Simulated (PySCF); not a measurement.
**Cl2O2Ta (charge −1): density, localisation and related maps**

```xyz
5

Ta    0.0000    0.0000    0.1611
O     1.0043    1.0043    1.2226
O    -1.0043   -1.0043    1.2226
Cl    1.4215   -1.4215   -1.1640
Cl   -1.4215    1.4215   -1.1640
```

Core potentials replace the inner electrons of Ta.

Theory: PySCF 2.14.0, RKS BP86, Ta def2-SVP with ECP60, O def2-SVP, Cl def2-SVP; non-relativistic Hamiltonian with scalar-relativistic core potentials where named; density fitting.

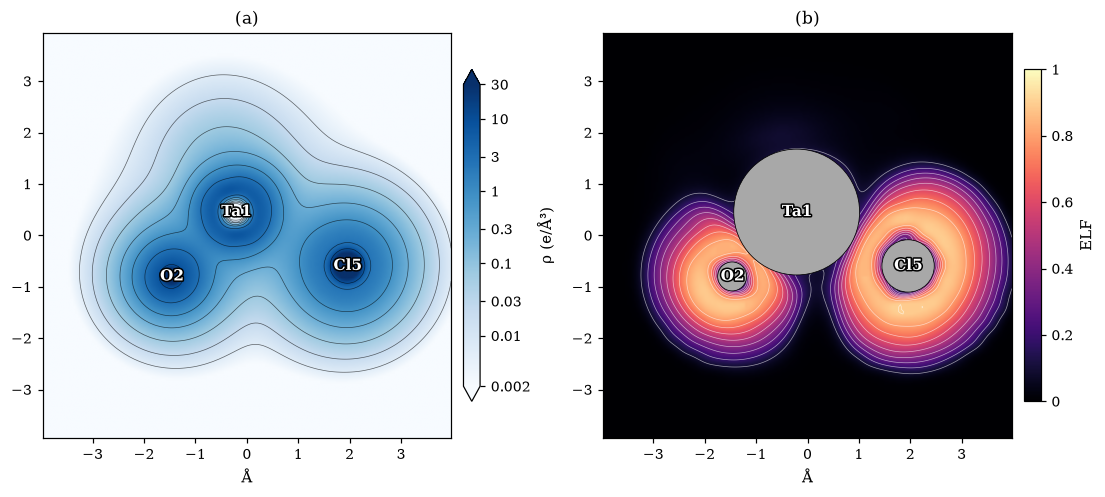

Figure 1. (a) electron density; (b) ELF on the plane of atoms O2, Ta1 and Cl5. Grey discs cover the atomic cores in the ELF map.

Q: Read the bonding off the picture.

A:
- Atoms in the plane: Ta, O and Cl.
- Ta–O (1.77 Å): the density is about 1.5 e/Å³ at the midpoint; the ELF peaks at about 0.80 in the valence shell of O, 0.5 Å from its nucleus, and drops to about 0.35 between the two atoms.
- Ta–Cl (2.41 Å): ρ is about 0.51 e/Å³ halfway; the ELF peaks at about 0.85 in the valence shell of Cl, 0.8 Å from its nucleus, and is about 0.35 at the midpoint.

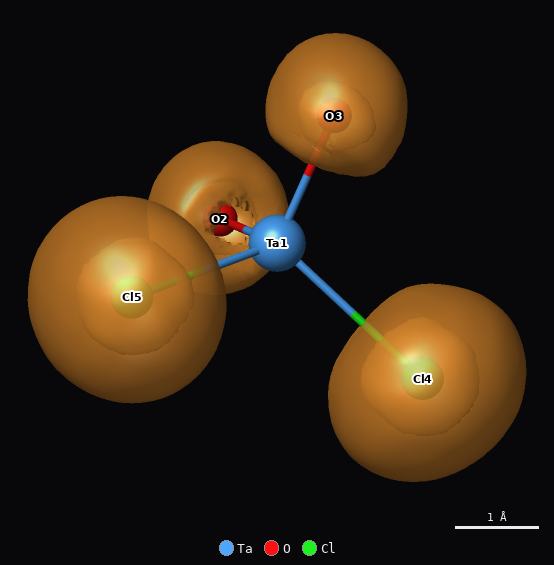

Figure 2. Isosurface of the electron localisation function at 0.75 (orange), seen at a tilt. Core shells and regions of very low density are left out.

Q: What do the ELF domains correspond to?

A: The surface consists of two regions wrapped around Cl (the valence shell of each) and two regions wrapped around O (the valence shell of each).

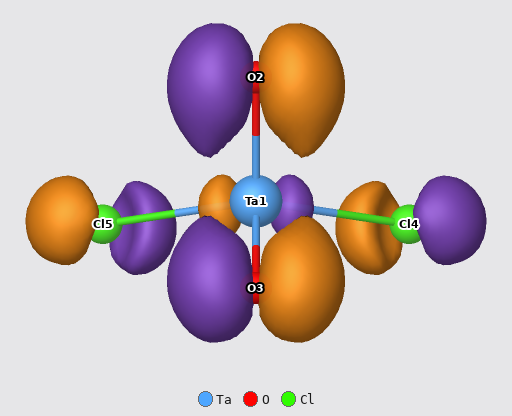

Figure 3. The HOMO−1 at ±0.15 Å⁻³ᐟ² (orange and purple are the two phases), seen from one side.

Q: Describe this orbital and give its energy.

A: It lies mainly on O2 (about 30 %), O3 (about 30 %), Ta1 (about 15 %), Cl4 (about 10 %) and Cl5 (about 10 %); largely a combination of lone pairs on O2, O3, Cl4 and Cl5. Its energy is −2.60 eV.
